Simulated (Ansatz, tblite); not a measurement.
# GaH2(NH2) (GaNH₄): spin-state energies by level

Aim: set other spin states of GaH2(NH2) (GaNH₄) against its singlet, on many levels of theory.

Computed with Ansatz 0.2.0, Gaussian basis. Level: as each input shows.

Levels to be run: triplet, at the geometry of the singlet (GFN1-xTB, GFN2-xTB, PBE0-D4/def2-TZVP, PBE-D4/def2-TZVP, r2SCAN-D4/def2-TZVP); the singlet's energies come from earlier runs.

## 1. The relaxed structure

The geometry is that of the singlet, from an earlier relaxation (r2SCAN-D4/def2-TZVP).

6 atoms, charge 0, spin multiplicity 1.

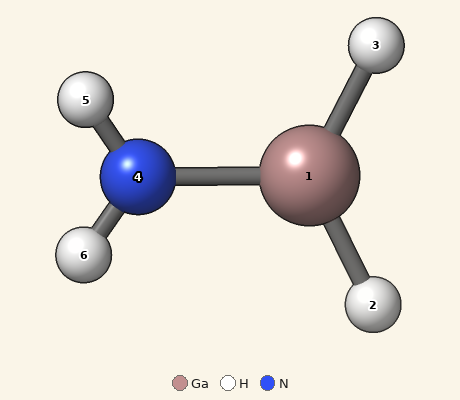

The structure; gallium pink, hydrogen white, nitrogen blue; atoms are numbered from 1 in the order of the file.

## 2. Triplet at the fixed geometry, GFN1-xTB

Tight binding, by tblite at 300 K electronic temperature and without a spin-polarisation term:

```python
tblite.interface.Calculator('GFN1-xTB', numbers, positions, charge=0, uhf=2).singlepoint()
```

Energy -174.5245 eV; 0.002 s.

## 3. Triplet at the fixed geometry, GFN2-xTB

Tight binding, by tblite at 300 K electronic temperature and without a spin-polarisation term:

```python
tblite.interface.Calculator('GFN2-xTB', numbers, positions, charge=0, uhf=2).singlepoint()
```

Energy -161.4804 eV; 0.002 s.

## 4. Triplet at the fixed geometry, PBE0-D4/def2-TZVP

Input file in.yaml:

```yaml
crystal:
  periodic: [false, false, false]
  atoms:
    - {symbol: Ga, position_ang: [0.431903, 0.748882, 0.007868]}
    - {symbol: H, position_ang: [1.900646, 0.693908, 0.512908]}
    - {symbol: H, position_ang: [-0.346740, 2.000277, -0.485150]}
    - {symbol: N, position_ang: [-0.473702, -0.821198, -0.008198]}
    - {symbol: H, position_ang: [-1.427926, -0.920201, -0.314608]}
    - {symbol: H, position_ang: [-0.084181, -1.701667, 0.287180]}
basis:
  gaussian: {orbitals: def2-TZVP}
magnetization: {spin_polarized: true, initial_magnetization: 2}
hamiltonian: {xc: pbe0, dispersion: d4}
scf: {omitted_lower_state_checks: [starts]}
output: {orbitals: {seedname: orbitals}}
```

Run with:

```bash
> ansatz run in.yaml --threads 4 --pin off --events-out ev --progress --plain --max-ram 3916MiB
```

Output:

```text
Functional definition: PBE0
  name "PBE0"
  cite "Adamo & Barone, J. Chem. Phys. 110, 6158 (1999) doi:10.1063/1.478522"
  cite "Perdew, Burke & Ernzerhof, Phys. Rev. Lett. 77, 3865 (1996) doi:10.1103/PhysRevLett.77.3865"
  parent pbe
  parameter a = 0.25
  parameter kappa = 0.804
  parameter beta = 0.06672455060314922
  exchange = (1 - a)*pbe_x(kappa = kappa, mu = beta*pi^2/3) + a*exact_x
  correlation = pbe_c(beta = beta)
these checks for a lower state are left out or cut short: starts
744 factors; their error is unknown
mean field evaluation 1: about -53911.2814 eV, gradient 4.7e1 eV
mean field evaluation 2: about -53865.5081 eV, gradient 8.8e1 eV
mean field evaluation 4: about -53917.4160 eV, gradient 2.2e1 eV
mean field evaluation 8: about -53920.1900 eV, gradient 3.2e-1 eV
mean field evaluation 16: about -53920.3771 eV, gradient 4.9e-4 eV
mean field -53920.37713808 eV, -1981.5373112800 hartree, gradient 5.6e-6 eV, S^2 2.009799; 0 other end points of the search recorded, 0 dependent functions left out
reference -53920.37716854 eV, -1981.5373123995 hartree; 22, 20 occupied and 81, 83 virtual orbitals, 744 factors
Total energy: -53920.43907468 eV, -1981.5395874082 hartree
Checks for a lower state left out: starts
```

Wall time 1.3 s (4 threads of Arm Neoverse V2, shared host).

From the report: HOMO -2.84 eV, LUMO -6.15 eV (over both spins; with the spin held, an empty level of the minority spin lies below the top filled one); ⟨S²⟩ 2.010 (pure: 2.00).

## 5. Triplet at the fixed geometry, PBE-D4/def2-TZVP

start.molden holds the orbitals of an earlier run on this state, given as this run's starting guess.

in.yaml, as its differences from that of step 4:

```diff
@@ -10,5 +10,5 @@
 basis:
-  gaussian: {orbitals: def2-TZVP}
+  gaussian: {orbitals: def2-TZVP, initial_orbitals: start.molden}
 magnetization: {spin_polarized: true, initial_magnetization: 2}
-hamiltonian: {xc: pbe0, dispersion: d4}
+hamiltonian: {xc: pbe, dispersion: d4}
 scf: {omitted_lower_state_checks: [starts]}
```

Same command.

Output:

```text
Functional definition: PBE
  name "PBE"
  cite "Perdew, Burke & Ernzerhof, Phys. Rev. Lett. 77, 3865 (1996) doi:10.1103/PhysRevLett.77.3865"
  parent pbe
  parameter kappa = 0.804
  parameter beta = 0.06672455060314922
  exchange = pbe_x(kappa = kappa, mu = beta*pi^2/3)
  correlation = pbe_c(beta = beta)
these checks for a lower state are left out or cut short: starts
699 factors; their error is unknown
mean field evaluation 1: about -53918.9526 eV, gradient 6.3e0 eV
mean field evaluation 2: about -53919.0250 eV, gradient 5.9e0 eV
mean field evaluation 4: about -53919.2436 eV, gradient 6.1e-2 eV
mean field evaluation 8: about -53919.2258 eV, gradient 2.6e-5 eV
mean field -53919.22577399 eV, -1981.4949994302 hartree, gradient 2.6e-5 eV, S^2 2.003241; 0 other end points of the search recorded, 0 dependent functions left out
reference -53919.22581475 eV, -1981.4950009282 hartree; 22, 20 occupied and 81, 83 virtual orbitals, 699 factors
Total energy: -53919.30036045 eV, -1981.4977404321 hartree
Checks for a lower state left out: starts
```

Wall time 0.9 s (4 threads of Arm Neoverse V2, shared host).

HOMO -2.18 eV, LUMO -7.08 eV (over both spins; with the spin held, an empty level of the minority spin lies below the top filled one); ⟨S²⟩ 2.003 (pure: 2.00).

## 6. Triplet at the fixed geometry, r2SCAN-D4/def2-TZVP

in.yaml, as its differences from that of step 5:

```diff
@@ -12,3 +12,3 @@
 magnetization: {spin_polarized: true, initial_magnetization: 2}
-hamiltonian: {xc: pbe, dispersion: d4}
+hamiltonian: {xc: r2scan, dispersion: d4}
 scf: {omitted_lower_state_checks: [starts]}
```

Launched as before.

Output:

```text
Functional definition: r2SCAN
  name "r2SCAN"
  cite "Furness, Kaplan, Ning, Perdew & Sun, J. Phys. Chem. Lett. 11, 8208 (2020) doi:10.1021/acs.jpclett.0c02405"
  cite "Furness, Kaplan, Ning, Perdew & Sun, J. Phys. Chem. Lett. 11, 9248 (2020) doi:10.1021/acs.jpclett.0c03077"
  parent r2scan
  parameter k0 = 0.174
  parameter k1 = 0.065
  parameter a1 = 4.9479
  exchange = r2scan_x(k0 = k0, k1 = k1, a1 = a1)
  correlation = r2scan_c
these checks for a lower state are left out or cut short: starts
699 factors; their error is unknown
mean field evaluation 1: about -53928.0759 eV, gradient 4.2e0 eV
mean field evaluation 2: about -53928.1075 eV, gradient 4.8e-2 eV
mean field evaluation 4: about -53927.8986 eV, gradient 5.4e0 eV
mean field evaluation 8: about -53928.0928 eV, gradient 6.2e-2 eV
mean field -53928.09282259 eV, -1981.8208574559 hartree, gradient 1.5e-5 eV, S^2 2.012245; 0 other end points of the search recorded, 0 dependent functions left out
reference -53928.09283701 eV, -1981.8208579859 hartree; 22, 20 occupied and 81, 83 virtual orbitals, 699 factors
Total energy: -53928.10941196 eV, -1981.8214671043 hartree
Checks for a lower state left out: starts
```

It took 2.6 s on 4 threads of Arm Neoverse V2, shared host.

Report: HOMO -2.36 eV, LUMO -6.94 eV (over both spins; with the spin held, an empty level of the minority spin lies below the top filled one); ⟨S²⟩ 2.012 (pure: 2.00).

## 7. Triplet less singlet, vertical

The singlet's energies are those of its earlier runs, whose logs aren't repeated here.

| level | triplet less singlet, vertical (kJ/mol) | time |
| --- | --- | --- |
| GFN1-xTB | +697.8 | 0.005 s |
| GFN2-xTB | +527.3 | 0.003 s |
| PBE-D4/def2-TZVP | +464.4 | 1.4 s |
| r2SCAN-D4/def2-TZVP | +457.8 | 3.6 s |
| PBE0-D4/def2-TZVP | +472.1 | 2 s |

Times add the two runs; a level without a time comes out of a correlated run. Tight binding without a spin term can't rank spin states.

## 8. Outcome

```
                                                quantity                                          value
triplet less singlet, vertical, functionals in def2-TZVP  +457.8 (r2SCAN-D4) to +472.1 kJ/mol (PBE0-D4)
```

What this shows: All functionals put the triplet above the singlet, over a spread of 14.3 kJ/mol. The checks for a lower triplet were left out, so another state of that spin may lie lower. These are electronic energies, without zero-point motion, entropy or surroundings.
